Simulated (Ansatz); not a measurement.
# NaLiZnO2: complex band structure

Wanted: the relaxed cell of NaLiZnO2, its band edges and its decay constants. It is built by putting O for S in the NaLiZnS2 structure of space group P3m1, with the volume rescaled by atomic radii. The parent structure comes from the Materials Project.

Main program and level: Ansatz 0.2.0; PBE DFT, plane waves, PAW files, in the first sound run; inputs show where later runs differ.

The structure was built from a prototype and need not be the compound's stable phase.

### Step 1. Starting point

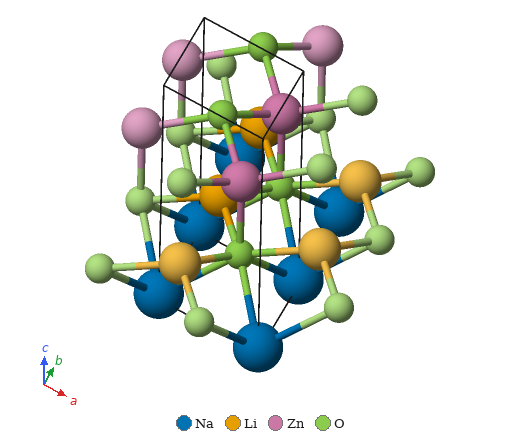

The starting structure, seen slightly off an axis (sodium blue, lithium orange, zinc pink, oxygen green). 1×2×1 cells are drawn. Some periodic images of atoms are drawn too.

Coordinates:

```cif
data_structure
_symmetry_space_group_name_H-M 'P3m1'
_symmetry_Int_Tables_number 156
_cell_length_a 3.7273
_cell_length_b 3.7273
_cell_length_c 6.3873
_cell_angle_alpha 90.000
_cell_angle_beta 90.000
_cell_angle_gamma 120.000
_cell_volume 76.85
loop_
_atom_site_label
_atom_site_type_symbol
_atom_site_symmetry_multiplicity
_atom_site_Wyckoff_symbol
_atom_site_fract_x
_atom_site_fract_y
_atom_site_fract_z
_atom_site_occupancy
Na1 Na 1 a 0.00000 0.00000 0.02616 1
Li1 Li 1 b 0.33333 0.66667 0.35665 1
Zn1 Zn 1 c 0.66667 0.33333 0.61163 1
O1 O 1 b 0.33333 0.66667 0.73381 1
O2 O 1 c 0.66667 0.33333 0.27174 1
```

### Step 2. Relaxing the new crystal

The substituted atoms don't fit the parent's cell, so cell and atoms relax together. A small smearing keeps the run stable in case the gap closes on the way.

Input file input.yaml:

```yaml
crystal:
  lattice:
    - [3.72732513, 0.0, 0.0]
    - [-1.863662565, 3.2279582507, 0.0]
    - [0.0, 0.0, 6.3873299827]
  atoms:
    - { symbol: Na, position: [0.0, 0.0, 0.026164] }
    - { symbol: Li, position: [0.3333333333, 0.6666666667, 0.356647] }
    - { symbol: Zn, position: [0.6666666667, 0.3333333333, 0.611634] }
    - { symbol: O, position: [0.3333333333, 0.6666666667, 0.733812] }
    - { symbol: O, position: [0.6666666667, 0.3333333333, 0.271743] }
kpoints:
  mp_grid: { grid: [6, 6, 4] }
scf:
  occupations: { method: gaussian, width: 0.03 }
hamiltonian:
  xc: pbe
output:
  forces: true
  stress: true
relax:
  f_tol: 0.02
  max_steps: 60
  cell: {}
```

Launch:

```console
ansatz run input.yaml --threads 2 --pin off --max-ram 4096MiB --backend cpu --events-out ev --progress --plain --runs-dir out
```

Numbers of over 12 decimals in the logs are rounded to 6 here.

The program printed:

```text
Engine: ansatz 0.2.0, x86_64-unknown-linux-gnu
Pseudopotentials: kind: paw
Pseudopotential: Na, paw, valence charge 9, recommended cutoff 420 eV (normal), Na.paw.azcp
Pseudopotential: Li, paw, valence charge 3, recommended cutoff 420 eV (normal), Li.paw.azcp
Pseudopotential: Zn, paw, valence charge 12, recommended cutoff 420 eV (normal), Zn.paw.azcp
Pseudopotential: O, paw, valence charge 6, recommended cutoff 420 eV (normal), O.paw.azcp
Functional definition: PBE
  parameter kappa = 0.804
  parameter beta = 0.066725
  exchange = pbe_x(kappa = kappa, mu = beta*pi^2/3)
  correlation = pbe_c(beta = beta)
Crystal: 5 atoms, lattice volume = 76.850 Å³
Basis set: ecut = 420 eV, 1521 PW (Γ), exchange–correlation on 50×50×90 points (8 copies of the dense FFT grid, shifted against one another)
Bands: 23, of which v1, the nominal top of the filled ones, is band 18 counted from 1 (17 counted from 0)
Symmetry: 6 space group operations
Space group: P3m1 (ITA 156), of the structure as read, at distance tolerance 4.3e-5 Å
k-points: 24 of 144 (time reversal used)
Non-local potential: Na, projectors of the file, l = 0: 3, l = 1: 2, l = 2: 1
Non-local potential: Li, projectors of the file, l = 0: 3, l = 1: 2, l = 2: 1
Non-local potential: Zn, projectors of the file, l = 0: 2, l = 1: 2, l = 2: 3, l = 3: 1
Non-local potential: O, projectors of the file, l = 0: 2, l = 1: 2, l = 2: 1
PAW form: soft (Blöchl's): semilocal exchange-correlation on the pseudo side does not see the compensation charge
PAW one-centre angular grid: Na, 110 points (default); XC on 64 Gauss nodes
PAW one-centre angular grid: Li, 110 points (default); XC on 64 Gauss nodes
PAW one-centre angular grid: Zn, 590 points (default); XC on 64 Gauss nodes
PAW one-centre angular grid: O, 110 points (default); XC on 64 Gauss nodes
Initial density: superposition of atomic densities (neutral atoms: chi_scale 0, normalization atom), corrected by the library's trained network
Initial wavefunctions: pseudopotential atomic-orbital guess
Functional: x = pbe(κ = 0.804, μ = 0.219515), c = pbe(β = 0.066725)
SCF iter   1: F=—  HF=-6146.462505 eV  |F-HF|=—  |Δ(HF+E_count)|=         —  Δρ=3.96e-3  dr2=2.01e-2  ethr=1.77e-3  ⟨swp⟩=6.1  Hψ=2602  notcnv=0
preconditioner: auto → Resta (q_TF=auto, 2.404 Å⁻¹)  ε∞=3.7  [insulator: Δε(μ)=0.656 eV  Ē_g=14.611 eV  σ=0.030 eV  W_gap=1.00  n_scr=22 (ndim 8)  ℏωp=24.0 eV  f_vac=0.088  D(μ)=0.00/eV (n_scr^D=0)  ε∞_Penn≈3.7]
SCF iter   2: F=—  HF=-6146.459741 eV  |F-HF|=—  |Δ(HF+E_count)|=   2.76e-3  Δρ=3.45e-3  dr2=7.73e-3  ethr=5.58e-5  ⟨swp⟩=2.0  Hψ=1082  notcnv=0  defer=24
SCF iter   3: F=—  HF=-6146.458531 eV  |F-HF|=—  |Δ(HF+E_count)|=   1.21e-3  Δρ=8.81e-4  dr2=1.79e-3  ethr=2.15e-5  ⟨swp⟩=2.0  Hψ=738  notcnv=0  defer=24
SCF iter   4: F=—  HF=-6146.458183 eV  |F-HF|=—  |Δ(HF+E_count)|=   3.48e-4  Δρ=7.54e-4  dr2=4.64e-4  ethr=4.97e-6  ⟨swp⟩=2.4  Hψ=829  notcnv=0  defer=24
SCF iter   5: F=—  HF=-6146.458091 eV  |F-HF|=—  |Δ(HF+E_count)|=   9.19e-5  Δρ=1.85e-4  dr2=3.08e-5  ethr=1.29e-6  ⟨swp⟩=2.0  Hψ=816  notcnv=0  defer=24
SCF iter   6: F=—  HF=-6146.458055 eV  |F-HF|=—  |Δ(HF+E_count)|=   3.65e-5  Δρ=9.45e-5  dr2=5.91e-6  ethr=8.55e-8  ⟨swp⟩=2.0  Hψ=903  notcnv=0  defer=24
SCF iter   7: F=—  HF=-6146.458054 eV  |F-HF|=—  |Δ(HF+E_count)|=   1.02e-6  Δρ=3.17e-5  dr2=6.63e-7  ethr=1.64e-8  ⟨swp⟩=2.0  Hψ=834  notcnv=0  defer=24
SCF iter   8: F=—  HF=-6146.458054 eV  |F-HF|=—  |Δ(HF+E_count)|=   4.89e-7  Δρ=1.41e-5  dr2=1.53e-7  ethr=1.84e-9  ⟨swp⟩=2.0  Hψ=949  notcnv=0  defer=24
SCF iter   9: F=-6146.458054 eV  HF=-6146.458054 eV  |F-HF|=1.24e-8  |Δ(HF+E_count)|=   1.52e-7  Δρ=4.27e-6  dr2=1.23e-8  ethr=2.78e-10  ⟨swp⟩=4.0  Hψ=1743  notcnv=0
SCF 1 converged in 9 iterations: F = -6146.458054 eV  dr2 = 1.23e-8
  greatest PAW one-centre occupation: 1.000 electrons in one spin orbital (limit 2), on the Li atom at site 1 (counted from 0), in its partial waves of l = 0
relax step   1: F+E_penalty+E_count = -6146.45805425 eV  Δ(F+E_penalty+E_count) = +0.000e0 eV  max|allowed force component| = 1.559e0 eV/Å  Δτ_max = 0.0000 Å  P = -14.238 GPa  Ω = 76.850 Å³  (9 SCF iters, dr2 threshold 1.00e-7 eV, accepted)
Crystal: 5 atoms, lattice volume = 66.652 Å³
Basis set: ecut = 420 eV, 1299 PW (Γ), exchange–correlation on 50×50×90 points (8 copies of the dense FFT grid, shifted against one another)
Initial density: handed on by an earlier stage of this run
Initial wavefunctions: those handed on with the density
iter 1 solved again at ethr=4.29e-4 eV; its pass at ethr=3.10e-3 eV (dr2=1.55e-1 eV) is discarded
SCF iter   1: F=—  HF=-6147.431450 eV  |F-HF|=—  |Δ(HF+E_count)|=         —  Δρ=1.47e-2  dr2=1.55e-1  ethr=4.29e-4  ⟨swp⟩=1.0  Hψ=2928  notcnv=0
preconditioner: auto → Resta (q_TF=auto, 2.462 Å⁻¹)  ε∞=3.8  [insulator: Δε(μ)=1.168 eV  Ē_g=15.501 eV  σ=0.030 eV  W_gap=1.00  n_scr=22 (ndim 8)  ℏωp=25.7 eV  f_vac=0.037  D(μ)=0.00/eV (n_scr^D=0)  ε∞_Penn≈3.8]
SCF iter   2: F=—  HF=-6147.395878 eV  |F-HF|=—  |Δ(HF+E_count)|=   3.56e-2  Δρ=7.82e-3  dr2=3.33e-2  ethr=4.29e-4  ⟨swp⟩=2.1  Hψ=873  notcnv=0
SCF iter   3: F=—  HF=-6147.388962 eV  |F-HF|=—  |Δ(HF+E_count)|=   6.92e-3  Δρ=3.48e-3  dr2=1.33e-2  ethr=9.26e-5  ⟨swp⟩=2.6  Hψ=1073  notcnv=0  defer=24
SCF iter   4: F=—  HF=-6147.386224 eV  |F-HF|=—  |Δ(HF+E_count)|=   2.74e-3  Δρ=1.27e-3  dr2=1.51e-3  ethr=3.70e-5  ⟨swp⟩=2.8  Hψ=858  notcnv=0  defer=24
SCF iter   5: F=—  HF=-6147.386145 eV  |F-HF|=—  |Δ(HF+E_count)|=   7.92e-5  Δρ=8.42e-4  dr2=4.30e-4  ethr=4.20e-6  ⟨swp⟩=2.0  Hψ=848  notcnv=0  defer=24
SCF iter   6: F=—  HF=-6147.386202 eV  |F-HF|=—  |Δ(HF+E_count)|=   5.70e-5  Δρ=1.74e-4  dr2=2.17e-5  ethr=1.19e-6  ⟨swp⟩=2.5  Hψ=815  notcnv=0  defer=24
SCF iter   7: F=—  HF=-6147.386216 eV  |F-HF|=—  |Δ(HF+E_count)|=   1.41e-5  Δρ=6.83e-5  dr2=3.12e-6  ethr=6.03e-8  ⟨swp⟩=2.2  Hψ=832  notcnv=0  defer=24
SCF iter   8: F=-6147.386219 eV  HF=-6147.386219 eV  |F-HF|=3.42e-7  |Δ(HF+E_count)|=   3.06e-6  Δρ=2.54e-5  dr2=3.28e-7  ethr=1.39e-9  ⟨swp⟩=3.0  Hψ=2049  notcnv=0
SCF 2 converged in 8 iterations: F = -6147.386219 eV  dr2 = 3.28e-7
relax step   2: F+E_penalty+E_count = -6147.38621900 eV  Δ(F+E_penalty+E_count) = -9.282e-1 eV  max|allowed force component| = 7.102e-1 eV/Å  Δτ_max = 0.0596 Å  P = -9.905 GPa  Ω = 66.652 Å³  energy of the carried Pulay correction = +2.359e-2 eV  (8 SCF iters, dr2 threshold 5.00e-7 eV, accepted)
Crystal: 5 atoms, lattice volume = 58.303 Å³
Basis set: ecut = 420 eV, 1147 PW (Γ), exchange–correlation on 50×50×90 points (8 copies of the dense FFT grid, shifted against one another)
[...]
SCF iter   4: F=—  HF=-6147.759745 eV  |F-HF|=—  |Δ(HF+E_count)|=   1.86e-3  Δρ=1.28e-3  dr2=9.54e-4  ethr=2.28e-5  ⟨swp⟩=2.9  Hψ=1024  notcnv=0  defer=7
SCF iter   5: F=—  HF=-6147.759651 eV  |F-HF|=—  |Δ(HF+E_count)|=   9.40e-5  Δρ=5.42e-4  dr2=1.44e-4  ethr=2.65e-6  ⟨swp⟩=2.0  Hψ=985  notcnv=0  defer=7
SCF iter   6: F=—  HF=-6147.759716 eV  |F-HF|=—  |Δ(HF+E_count)|=   6.48e-5  Δρ=1.82e-4  dr2=1.78e-5  ethr=3.99e-7  ⟨swp⟩=2.0  Hψ=813  notcnv=0  defer=7
SCF iter   7: F=—  HF=-6147.759723 eV  |F-HF|=—  |Δ(HF+E_count)|=   6.58e-6  Δρ=1.08e-4  dr2=5.38e-6  ethr=4.93e-8  ⟨swp⟩=2.0  Hψ=816  notcnv=0  defer=7
SCF iter   8: F=-6147.759723 eV  HF=-6147.759723 eV  |F-HF|=7.07e-8  |Δ(HF+E_count)|=   3.32e-7  Δρ=2.60e-5  dr2=4.00e-7  ethr=1.39e-9  ⟨swp⟩=3.8  Hψ=2398  notcnv=0
SCF 3 converged in 8 iterations: F = -6147.759723 eV  dr2 = 4.00e-7
relax step   3: F+E_penalty+E_count = -6147.75972312 eV  Δ(F+E_penalty+E_count) = -3.735e-1 eV  max|allowed force component| = 1.739e-1 eV/Å  Δτ_max = 0.0291 Å  P = -1.482 GPa  Ω = 58.303 Å³  energy of the carried Pulay correction = +4.556e-2 eV  (8 SCF iters, dr2 threshold 5.00e-7 eV, accepted)
[... from here on, the SCF cycles and remarks between the steps are left out ...]
relax step   4: F+E_penalty+E_count = -6147.77917821 eV  Δ(F+E_penalty+E_count) = -1.946e-2 eV  max|allowed force component| = 2.781e-1 eV/Å  Δτ_max = 0.0704 Å  P = +1.106 GPa  Ω = 55.528 Å³  energy of the carried Pulay correction = +5.348e-2 eV  (8 SCF iters, dr2 threshold 5.00e-7 eV, accepted)
relax step   5: F+E_penalty+E_count = -6147.78621505 eV  Δ(F+E_penalty+E_count) = -7.037e-3 eV  max|allowed force component| = 6.910e-2 eV/Å  Δτ_max = 0.0228 Å  P = +0.158 GPa  Ω = 56.420 Å³  energy of the carried Pulay correction = +5.090e-2 eV  (7 SCF iters, dr2 threshold 5.00e-7 eV, accepted)
relax step   6: F+E_penalty+E_count = -6147.78770962 eV  Δ(F+E_penalty+E_count) = -1.495e-3 eV  max|allowed force component| = 4.158e-2 eV/Å  Δτ_max = 0.0121 Å  P = -0.044 GPa  Ω = 56.520 Å³  energy of the carried Pulay correction = +5.061e-2 eV  (6 SCF iters, dr2 threshold 2.98e-7 eV, accepted)
relax step   7: F+E_penalty+E_count = -6147.78903566 eV  Δ(F+E_penalty+E_count) = -1.326e-3 eV  max|allowed force component| = 1.568e-2 eV/Å  Δτ_max = 0.0175 Å  P = +0.035 GPa  Ω = 56.410 Å³  energy of the carried Pulay correction = +5.092e-2 eV  (7 SCF iters, dr2 threshold 1.08e-7 eV, accepted)
relax step   8: F+E_penalty+E_count = -6147.77382272 eV  Δ(F+E_penalty+E_count) = +1.521e-2 eV  max|allowed force component| = 1.875e-2 eV/Å  Δτ_max = 0.0000 Å  P = -0.390 GPa  Ω = 56.410 Å³  stress off target by 3.94e-1 GPa  SCF on the basis re-selected at this cell (its energy is not comparable with the rows above)  (9 SCF iters)
relax step   9: F+E_penalty+E_count = -6147.77537222 eV  Δ(F+E_penalty+E_count) = -1.549e-3 eV  max|allowed force component| = 9.114e-3 eV/Å  Δτ_max = 0.0110 Å  P = +0.013 GPa  Ω = 56.067 Å³  energy of the carried Pulay correction = +1.082e-3 eV  (5 SCF iters, dr2 threshold 3.88e-7 eV, accepted)
relax step  10: F+E_penalty+E_count = -6147.77419777 eV  Δ(F+E_penalty+E_count) = +1.174e-3 eV  max|allowed force component| = 9.072e-3 eV/Å  Δτ_max = 0.0000 Å  P = -0.011 GPa  Ω = 56.067 Å³  stress off target by 5.63e-2 GPa  SCF on the basis re-selected at this cell (its energy is not comparable with the rows above)  (8 SCF iters)
relax step  11: F+E_penalty+E_count = -6147.77421218 eV  Δ(F+E_penalty+E_count) = -1.441e-5 eV  max|allowed force component| = 2.943e-3 eV/Å  Δτ_max = 0.0017 Å  P = +0.009 GPa  Ω = 56.068 Å³  energy of the carried Pulay correction = -4.933e-6 eV  (6 SCF iters, dr2 threshold 7.93e-9 eV, accepted)
iter 1 solved again at ethr=1.31e-7 eV; its pass at ethr=3.10e-3 eV (dr2=4.72e-5 eV) is discarded
SCF iter   1: F=—  HF=-6147.774176 eV  |F-HF|=—  |Δ(HF+E_count)|=         —  Δρ=7.41e-6  dr2=1.36e-8  ethr=1.31e-7  ⟨swp⟩=3.0  Hψ=3781  notcnv=0
eigensolver tolerance schedule: the retry pair's looser diagonalisation over-reported the residual by 3460.74 of it (diagonalisation noise at 0.17 of the residual, at the tolerance the schedule requests for it); recorded, not acted on — ethr = c·dr2/N_el stays at c = 1.0e-1
preconditioner: auto → Resta (q_TF=auto, 2.534 Å⁻¹)  ε∞=3.9  [insulator: Δε(μ)=1.603 eV  Ē_g=16.386 eV  σ=0.030 eV  W_gap=1.00  n_scr=22 (ndim 8)  ℏωp=28.1 eV  f_vac=0.028  D(μ)=0.00/eV (n_scr^D=0)  ε∞_Penn≈3.9]
SCF iter   2: F=—  HF=-6147.774184 eV  |F-HF|=—  |Δ(HF+E_count)|=   7.91e-6  Δρ=5.34e-6  dr2=1.00e-8  ethr=3.79e-11  ⟨swp⟩=3.2  Hψ=1293  notcnv=0
SCF iter   3: F=—  HF=-6147.774184 eV  |F-HF|=—  |Δ(HF+E_count)|=  3.87e-10  Δρ=2.87e-6  dr2=1.95e-9  ethr=2.79e-11  ⟨swp⟩=1.6  Hψ=566  notcnv=0
SCF iter   4: F=—  HF=-6147.774184 eV  |F-HF|=—  |Δ(HF+E_count)|=   2.17e-9  Δρ=1.40e-6  dr2=6.10e-10  ethr=5.41e-12  ⟨swp⟩=1.7  Hψ=744  notcnv=0
SCF iter   5: F=-6147.774184 eV  HF=-6147.774184 eV  |F-HF|=5.46e-12  |Δ(HF+E_count)|=  6.45e-10  Δρ=1.97e-7  dr2=1.87e-11  ethr=1.00e-12  ⟨swp⟩=2.3  Hψ=2115  notcnv=0
SCF 12 converged in 5 iterations: F = -6147.774184 eV  dr2 = 1.87e-11
relax step  12: F+E_penalty+E_count = -6147.77418360 eV  Δ(F+E_penalty+E_count) = +2.857e-5 eV  max|allowed force component| = 2.947e-3 eV/Å  Δτ_max = 0.0000 Å  P = +0.009 GPa  Ω = 56.068 Å³  stress off target by 2.43e-2 GPa  SCF on the basis re-selected at this cell (its energy is not comparable with the rows above)  (5 SCF iters)
basis re-selected at this cell: Δ(F+E_penalty+E_count) = +2.857e-5 eV, ΔP = -0.000 GPa vs the last step (what re-selecting the basis moved, of the pressure what is left beyond the Pulay correction that the steps carried, after the strain that the cell walked since its last selection, with what the two solves' SCF thresholds leave and, on support functions, any second-order correction that the steps lacked; it is no m [...]
SCF converged after 5 iterations
Free energy (F): -6147.774184 eV
Harris-Foulkes:  -6147.774184 eV  (|F-HF|=5.46e-12)
Internal energy: -6147.774184 eV  (E = F + TS)
E sigma→0 (E₀):  -6147.774184 eV
Fermi energy:    5.908251 eV
--- Per-component energies (eV) ---
  E_band       = -265.138710
  E_kinetic    = 625.189202
  E_local      = -3704.123079  (includes V_loc(G=0)·N_el)
  E_nonlocal   = 796.551749
  E_hartree    = 1424.334714
  E_xc         = -335.734210
  E_vxc        = -305.909814  (∫ρ·V_xc dr)
  E_paw        = -2431.009663  (= ΣΔE_a)
  E_vpaw       = -525.520445  (= ΣTr[D̂ρ^β])
  E_aug_tail   = 0.004329  (compensation charges beyond the density's cutoff)
  E_ewald      = -2522.987226
  E_smearing   = -0.000000  (= −TS)
  E_closure    = -0.000000  (closes the sum)
  Σ components = -6147.774184   (vs F -6147.774184, Δ=0.00e0)
--- Forces (eV/Å), atoms counted from 1 ---
  atom   1  Na     0.00000000     0.00000000     0.00078479
  atom   2  Li    -0.00000000    -0.00000000    -0.00007858
  atom   3  Zn     0.00000000     0.00000000     0.00118898
  atom   4  O     -0.00000000     0.00000000     0.00105971
  atom   5  O      0.00000000    -0.00000000    -0.00294502
  max |Σ_I F_I| component: 9.88e-6 eV/Å
--- Stress (GPa, compression-positive) ---
        0.001759       0.000000      -0.000000
        0.000000       0.001759      -0.000000
       -0.000000      -0.000000       0.024298
  P = ⅓ Tr σ = 0.0093 GPa (0.093 kbar)
--- Relaxed structure (9 steps of the walk, 9 accepted, 3 SCFs on fresh bases) ---
  F+E_penalty+E_count = -6147.77418360 eV   max|allowed force component| = 2.947e-3 eV/Å   (the final SCF, on the basis selected at the relaxed cell)
  cell:  # Å, volume = 56.0685 Å³
    - [3.314537, 0, 0.0]
    - [-1.657269, 2.870473, 0]
    - [0.0, 0, 5.893081]
  atoms:
    - { symbol: Na, position: [0, 0, 0.022008] }
    - { symbol: Li, position: [0.333333, 0.666667, 0.332822] }
    - { symbol: Zn, position: [0.666667, 0.333333, 0.620487] }
    - { symbol: O, position: [0.333333, 0.666667, 0.739989] }
    - { symbol: O, position: [0.666667, 0.333333, 0.284694] }
```

It took 29 s on 2 threads of Intel Xeon Platinum 8259CL at 2.50GHz (Skylake/Cascade Lake), shared host; peak memory 0.45 GiB; 55 s of CPU time.

Step by step:

```csv
step,energy less that of the first step (eV),largest force component (eV/Å),pressure (GPa),volume (Å³)
1,0.0000,1.5591,-14.24,76.85
2,-0.9282,0.7102,-9.91,66.65
3,-1.3017,0.1739,-1.48,58.30
4,-1.3211,0.2781,1.11,55.53
5,-1.3282,0.0691,0.16,56.42
6,-1.3297,0.0416,-0.04,56.52
7,-1.3310,0.0157,0.04,56.41
8*,-1.3158,0.0188,-0.39,56.41
9,-1.3173,0.0091,0.01,56.07
10*,-1.3161,0.0091,-0.01,56.07
11,-1.3162,0.0029,0.01,56.07
12*,-1.3161,0.0029,0.01,56.07
```

Relaxation steps marked * repeat the geometry before them on a plane-wave basis chosen anew for their cell, so energy and pressure can jump there.

Forces are held to the 6 operations that the run works with; a distortion that breaks them can't arise in this run.

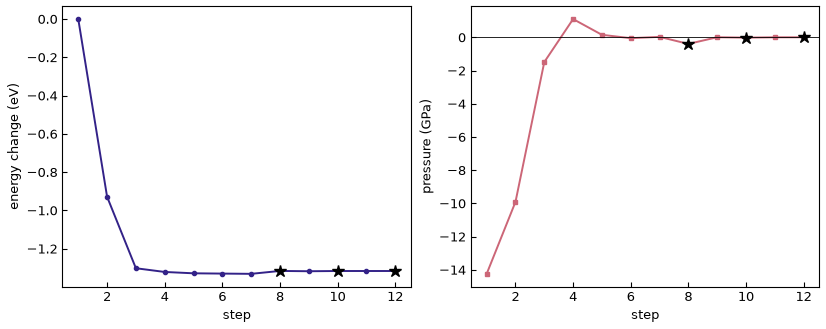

Energy and pressure along the relaxation. Stars mark steps on a basis chosen anew.

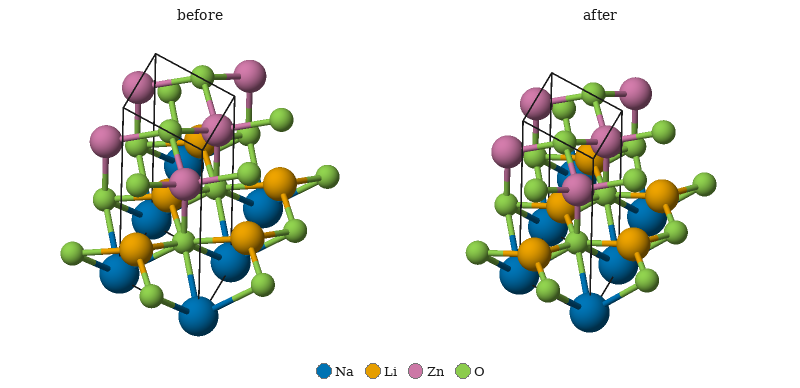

Before and after, at one scale.

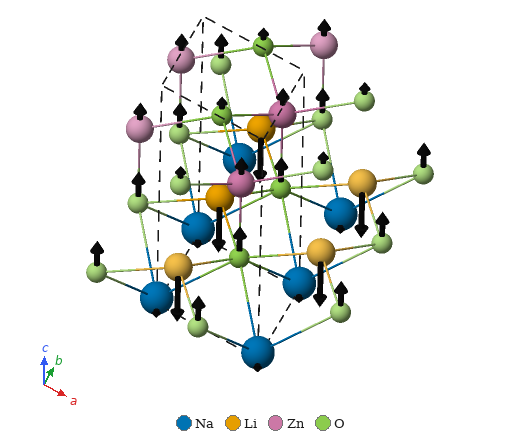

Displacements in the relaxation, exaggerated, measured against the changing cell; the longest in the cell stands for 0.14 Å. 1×2×1 cells are drawn. Some periodic images of atoms are drawn too.

| conventional cell, symmetrised | before | after | change |
| --- | --- | --- | --- |
| a (Å) | 3.727 | 3.315 | -11.1 % |
| b (Å) | 3.727 | 3.315 | -11.1 % |
| c (Å) | 6.387 | 5.893 | -7.7 % |
| volume (Å³/atom) | 15.37 | 11.21 | -27.0 % |

The atoms that moved most (Å, as changes of fractional coordinates times the final cell):

```
atom     dx     dy      dz  length
 Li2  0.000  0.000  -0.140   0.140
  O5  0.000  0.000   0.076   0.076
 Zn3  0.000  0.000   0.052   0.052
  O4  0.000  0.000   0.036   0.036
 Na1  0.000  0.000  -0.024   0.024
```

This step gave:

```yaml
free_energy: -6147.7742 eV
fermi_energy: 5.908 eV
pressure: 0.009272 GPa
```

The largest force component on a free atom ends at 0.0029 eV/Å.

(Continued in part 2 of 3.)

[Logs are printed without paths, hosts, clocks, repeated set-up lines and the standing remarks that a program may print on its own settings, such as how far it seeks lower states.]

[Hosts, paths, dates, database ids (printed as entryN), source tags and the programs' standing remarks are cut or masked in the printed files.]
